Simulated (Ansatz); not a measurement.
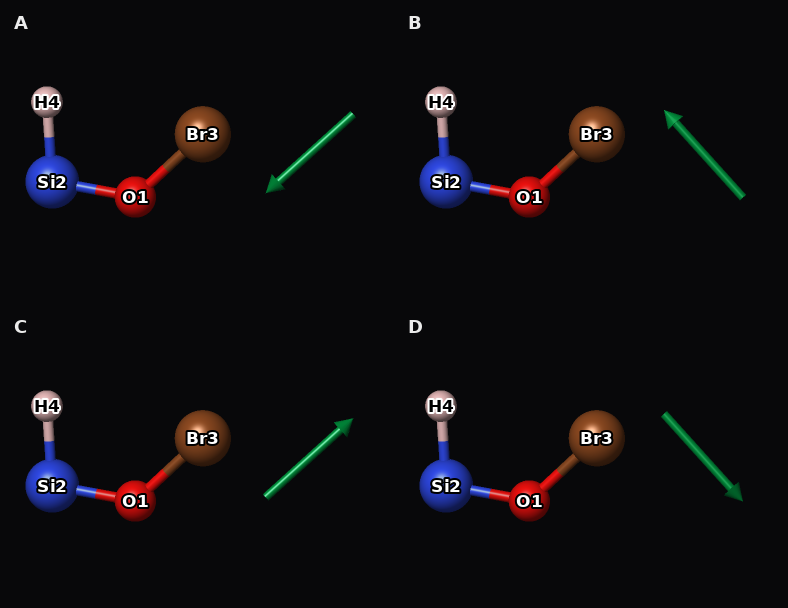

The same molecule four times, each with an arrow. Computed geometry: PBE0-D4/def2-TZVP optimisation. No frequency run is at hand to confirm it as a minimum. Properties computed with RKS PBE0-D4/def2-TZVP (Ansatz 0.2.0).

Which arrow points along the dipole moment, from the negative to the positive end?

B. The dipole moment is 1.11 D; it points from the side of O1, Br3 to the side of H4 (the outermost atoms at the two ends).
